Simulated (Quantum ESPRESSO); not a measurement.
# 1T-SnO2, 2 layers, AA stacking: a series in the field along the normal, part 2 of 4

Aim: how the results for 1T-SnO2, 2 layers, AA stacking change with the field along the normal.

Quantum ESPRESSO 7.5; plane-wave DFT, PBE, GBRV ultrasoft pseudopotentials.

So far. Step 2 (Variable-cell relaxation of the reference):  The last row is no step: it is a fresh SCF in the final cell with a new plane-wave basis, +10 meV from the row before.

**3. Self-consistent run, 0 V/Å**

The self-consistent run of this member.

Level of this step: plane-wave DFT, PBE, GBRV ultrasoft pseudopotentials (Quantum ESPRESSO 7.5).

m0.scf.in

```
&control
  prefix = 'm0.scf'
  outdir = './out'
  pseudo_dir = './pseudo'
  calculation = 'scf'
  tprnfor = .true.
  tefield = .true.
  dipfield = .true.
/
&system
  ibrav = 0
  nat = 6
  ntyp = 2
  ecutwfc = 40
  ecutrho = 200
  occupations = 'smearing'
  smearing = 'fd'
  degauss = 0.002
  edir = 3
  emaxpos = 0.97
  eopreg = 0.04
  eamp = 0.0
  nbnd = 32
/
&electrons
  conv_thr = 1e-09
  mixing_beta = 0.4
  electron_maxstep = 120
  mixing_mode = 'plain'
/
ATOMIC_SPECIES
  O   15.9990  o_pbe_v1.2.uspp.F.UPF
  Sn  118.7100  sn_pbe_v1.4.uspp.F.UPF
CELL_PARAMETERS angstrom
  3.20311193600000 0.00000000000000 0.00000000000000
  -1.60155596800000 2.77397630800000 0.00000000000000
  0.00000000000000 0.00000000000000 23.77770876400000
ATOMIC_POSITIONS crystal
  O   0.666666666700 0.333333333300 0.358824009600
  Sn  0.000000000000 0.000000000000 0.401807229000
  O   0.333333333300 0.666666666700 0.444678679100
  O   0.666666666700 0.333333333300 0.555321320900
  Sn  0.000000000000 0.000000000000 0.598192771000
  O   0.333333333300 0.666666666700 0.641175990400
K_POINTS automatic
  12 12 1 0 0 0
```

Command:

```sh
$ OMP_NUM_THREADS=1 mpirun -n 4 pw.x -nk 4 -in m0.scf.in > m0.scf.out
```

What it wrote:

```text
[banner, memory and clock lines left out]
Program PWSCF v.7.5 starts
[citation notice left out]

[...]
bravais-lattice index     =            0
     lattice parameter (alat)  =       6.0530  a.u.
     unit-cell volume          =    1425.7437 (a.u.)^3
     number of atoms/cell      =            6
     number of atomic types    =            2
     number of electrons       =        52.00
     number of Kohn-Sham states=           32
     kinetic-energy cutoff     =      40.0000  Ry
     charge density cutoff     =     200.0000  Ry
     scf convergence threshold =      1.0E-09
     mixing beta               =       0.4000
     number of iterations used =            8  plain     mixing
     Exchange-correlation=  SLA  PW   PBX  PBC
                           (   1   4   3   4   0   0   0)

[...]
PseudoPot. # 1 for O  read from file:
     ./pseudo/o_pbe_v1.2.uspp.F.UPF
     Pseudo is Ultrasoft + core correction, Zval =  6.0
     Generated by new atomic code, or converted to UPF format
     Using radial grid of  737 points,  5 beta functions with:
                l(1) =   0
                l(2) =   0
                l(3) =   1
                l(4) =   1
                l(5) =   2
     Q(r) pseudized with  8 coefficients,  rinner =    0.900   0.900   0.900
                                                       0.900   0.900

     PseudoPot. # 2 for Sn read from file:
     ./pseudo/sn_pbe_v1.4.uspp.F.UPF
     Pseudo is Ultrasoft + core correction, Zval = 14.0
     Generated by new atomic code, or converted to UPF format
     Using radial grid of  891 points,  6 beta functions with:
                l(1) =   0
                l(2) =   0
                l(3) =   1
                l(4) =   1
                l(5) =   2
                l(6) =   2
     Q(r) pseudized with  8 coefficients,  rinner =    1.350   1.350   1.350
                                                       1.350   1.350

     atomic species   valence    mass     pseudopotential
     O                 6.00    15.99900     O ( 1.00)
     Sn               14.00   118.71000     Sn( 1.00)

     No symmetry found

[...]
number of k points=    74  Fermi-Dirac smearing, width (Ry)=  0.0020
[...]
Dense  grid:    68177 G-vectors     FFT dimensions: (  27,  27, 216)

     Smooth grid:    48589 G-vectors     FFT dimensions: (  25,  25, 192)

     Check: negative core charge=   -0.000001

     Initial potential from superposition of free atoms

     starting charge      49.9999, renormalised to      52.0000

     negative rho (up, down):  3.215E-04 0.000E+00

     Adding external electric field

     Computed dipole along edir(3) :
        Dipole                0.0000 Ry au,          0.0000 Debye
        Dipole field          0.0000 Ry au,

        Potential amp.       -0.0000 Ry
        Total length         43.1360 bohr

     Starting wfcs are   34 randomized atomic wfcs

     per-process dynamical memory:   104.3 Mb

     Self-consistent Calculation

     iteration #  1     ecut=    40.00 Ry     beta= 0.40
     Davidson diagonalization with overlap
     ethr =  1.00E-02,  avg # of iterations =  4.5

     negative rho (up, down):  9.850E-05 0.000E+00

     Adding external electric field

     Computed dipole along edir(3) :
        Dipole                0.0006 Ry au,          0.0014 Debye
        Dipole field          0.0000 Ry au,

        Potential amp.       -0.0004 Ry
        Total length         43.1360 bohr

     total energy              =    -447.33777272 Ry
     estimated scf accuracy    <       1.69705116 Ry

     iteration #  2     ecut=    40.00 Ry     beta= 0.40
[...]
negative rho (up, down):  1.330E-04 0.000E+00

[...]
Dipole                0.0001 Ry au,          0.0004 Debye
[...]
total energy              =    -447.72103856 Ry
     estimated scf accuracy    <       0.16104322 Ry

     iteration #  3     ecut=    40.00 Ry     beta= 0.40
[...]
negative rho (up, down):  2.260E-04 0.000E+00

[...]
Dipole                0.0003 Ry au,          0.0008 Debye
[...]
total energy              =    -447.72992617 Ry
     estimated scf accuracy    <       0.02733279 Ry

     iteration #  4     ecut=    40.00 Ry     beta= 0.40
[...]
negative rho (up, down):  3.151E-04 0.000E+00

[...]
Dipole               -0.0006 Ry au,         -0.0014 Debye
[...]
total energy              =    -447.73241293 Ry
     estimated scf accuracy    <       0.00342958 Ry

     iteration #  5     ecut=    40.00 Ry     beta= 0.40
[...]
negative rho (up, down):  3.028E-04 0.000E+00

[...]
Dipole                0.0001 Ry au,          0.0003 Debye
[...]
total energy              =    -447.73306056 Ry
     estimated scf accuracy    <       0.00088385 Ry

     iteration #  6     ecut=    40.00 Ry     beta= 0.40
[...]
negative rho (up, down):  3.116E-04 0.000E+00

[...]
Dipole               -0.0001 Ry au,         -0.0002 Debye
[...]
total energy              =    -447.73309889 Ry
     estimated scf accuracy    <       0.00017025 Ry

[...]
iteration # 10     ecut=    40.00 Ry     beta= 0.40
[...]
negative rho (up, down):  3.145E-04 0.000E+00

[...]
Dipole                0.0000 Ry au,          0.0000 Debye
[...]
total energy              =    -447.73316859 Ry
     estimated scf accuracy    <       0.00000011 Ry

     iteration # 11     ecut=    40.00 Ry     beta= 0.40
[...]
negative rho (up, down):  3.150E-04 0.000E+00

[...]
Dipole               -0.0000 Ry au,         -0.0000 Debye
[...]
total energy              =    -447.73316862 Ry
     estimated scf accuracy    <       0.00000001 Ry

     iteration # 12     ecut=    40.00 Ry     beta= 0.40
[...]
negative rho (up, down):  3.153E-04 0.000E+00

[...]
Dipole               -0.0000 Ry au,         -0.0000 Debye
[...]
total energy              =    -447.73316863 Ry
     estimated scf accuracy    <          1.7E-09 Ry

     iteration # 13     ecut=    40.00 Ry     beta= 0.40
[...]
negative rho (up, down):  3.158E-04 0.000E+00

[...]
Dipole                0.0000 Ry au,          0.0001 Debye
[...]
End of self-consistent calculation

          k = 0.0000 0.0000 0.0000 (  6019 PWs)   bands (ev):

   -22.3863 -22.3847 -22.1744 -22.1744 -22.1744 -22.1744 -21.9741 -21.9741
   -21.9738 -21.9738 -20.3422 -20.2768 -18.6421 -18.5515  -6.2400  -5.9820
    -3.6547  -3.6547  -3.6269  -3.6269  -3.3884  -3.2019  -3.2019  -3.1684
    -3.1684  -2.7444  -0.0300   0.6619   3.3186   3.4802   5.3896   5.5806

          k = 0.0000 0.0962 0.0000 (  6037 PWs)   bands (ev):

   -22.3593 -22.3579 -22.2291 -22.2283 -22.1582 -22.1581 -21.9927 -21.9922
   -21.9752 -21.9749 -20.2935 -20.2291 -18.5284 -18.4409  -6.3359  -6.1487
    -4.0958  -3.9632  -3.8460  -3.8102  -3.5540  -3.3518  -3.1188  -3.0810
    -3.0022  -2.6171   0.3608   0.9406   3.5704   3.7594   5.5209   5.7054

[...]
the Fermi energy is    -1.4343 ev

!    total energy              =    -447.73316863 Ry
     estimated scf accuracy    <          6.8E-10 Ry
     smearing contrib. (-TS)   =       0.00000000 Ry
     internal energy E=F+TS    =    -447.73316863 Ry

     The total energy is F=E-TS. E is the sum of the following terms:
     one-electron contribution =   -3469.42522879 Ry
     hartree contribution      =    1753.88237067 Ry
     xc contribution           =    -115.60328062 Ry
     ewald contribution        =    1383.41297011 Ry
     electric field correction =       0.00000000 Ry

     convergence has been achieved in  13 iterations

     negative rho (up, down):  3.158E-04 0.000E+00

     Forces acting on atoms (cartesian axes, Ry/au):

     atom    1 type  1   force =    -0.00000005   -0.00000006   -0.00129239
     atom    2 type  2   force =     0.00000031   -0.00000009   -0.00330975
     atom    3 type  1   force =    -0.00000006    0.00000002   -0.00026016
     atom    4 type  1   force =    -0.00000002   -0.00000003    0.00025448
     atom    5 type  2   force =    -0.00000014    0.00000017    0.00332426
     atom    6 type  1   force =    -0.00000002   -0.00000002    0.00128356

     Total force =     0.005045     Total SCF correction =     0.000066

[...]
```

Run time: 90 s. Hardware: 4 MPI ranks of Arm Neoverse V1, shared host; peak memory 0.67 GiB; 6 min of CPU time.

Read from the output:

- free energy: -6091.7201 eV
- Fermi energy: -1.434 eV
- dipole along the normal: 2.08e-5 e·Å
- valence top, on the run's zero: -2.440 eV
- conduction bottom, on the run's zero: -0.03004 eV
- gap by band count: 2.410 eV

**4. Potential by pp.x, 0 V/Å**

plot_num = 11 writes the bare and Hartree potential, from which vacuum levels or, in a crystal, the mean potential are read.

m0.pot.in

```
&inputpp
  prefix = 'm0.scf'
  outdir = './out'
  filplot = 'm0.pot.dat'
  plot_num = 11
/
```

Command:

```sh
$ OMP_NUM_THREADS=1 mpirun -n 4 pp.x -in m0.pot.in > m0.pot.out
```

What it wrote:

```text
[banner, memory and clock lines left out]
Program POST-PROC v.7.5 starts

          URL

     ./out/m0.scf.save/

     IMPORTANT: XC functional enforced from input :
     Exchange-correlation= PBE
                           (   1   4   3   4   0   0   0)
     Any further DFT definition will be discarded
     Please, verify this is what you really want

     Check: negative core charge=   -0.000001

     negative rho (up, down):  3.158E-04 0.000E+00

     Adding external electric field

     Computed dipole along edir(3) :
        Dipole                0.0000 Ry au,          0.0001 Debye
        Dipole field          0.0000 Ry au,

        Potential amp.       -0.0000 Ry
        Total length         43.1360 bohr

     Calling punch_plot, plot_num =  11

     Adding external electric field

     Computed dipole along edir(3) :
        Dipole                0.0000 Ry au,          0.0001 Debye
        Dipole field          0.0000 Ry au,

        Potential amp.       -0.0000 Ry
        Total length         43.1360 bohr

     Writing data to file  m0.pot.dat
     Message from routine chdens:
     namelist plot not found or invalid, exiting
```

The job ended after 0.96 s (4 MPI ranks; peak memory 0.09 GiB).

Read from the output:

```
slope of the potential above                                          : 1.50e-5 eV/Å
upper vacuum line continued to the top atoms, over the valence top    : 8.336 eV
slope of the potential below                                          : -9.80e-6 eV/Å
lower vacuum line continued to the bottom atoms, over the valence top : 8.336 eV
vacuum level at the upper face over the valence top of the mesh       : 8.336 eV
vacuum level at the lower face over the valence top of the mesh       : 8.336 eV
```

Electrostatic potential energy of an electron, with the sawtooth; zero at the highest filled level of the SCF mesh. The potential energy, planar mean by z:

| z (Å) | potential energy, planar mean (eV) |
| --- | --- |
| 0 | 8.34 |
| 2 | 8.34 |
| 4 | 8.34 |
| 6 | 8.33 |
| 8 | 4.35 |
| 10 | -11.6 |
| 12 | 7.82 |
| 14 | -14.5 |
| 16 | 6.62 |
| 18 | 8.33 |
| 20 | 8.34 |
| 22 | 8.34 |

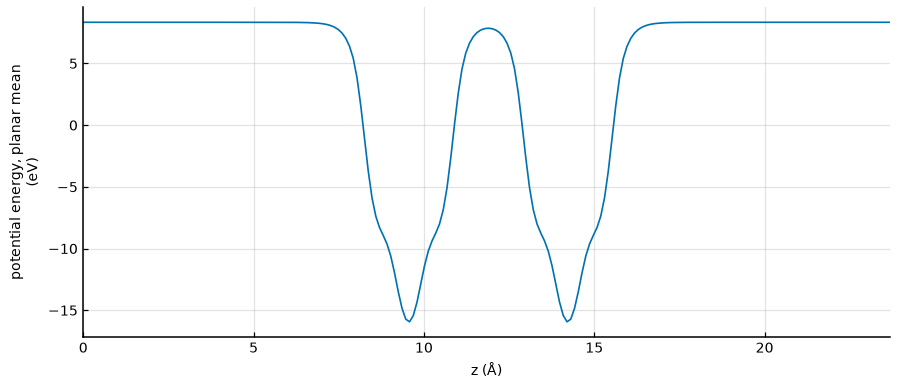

Potential energy, planar mean against z.

(Continued in part 3 of 4.)

[Logs are printed without paths, hosts, clocks, repeated set-up lines and the standing remarks that a program may print on its own settings, such as how far it seeks lower states.]

[Hosts, paths, dates, database ids (printed as entryN), source tags and the programs' standing remarks are cut or masked in the printed files.]

[Maps of the electrostatic potential energy from Ansatz leave out the sawtooth potential of an applied field or a dipole correction, so their vacuum need not be flat; planar profiles and work functions include it.]
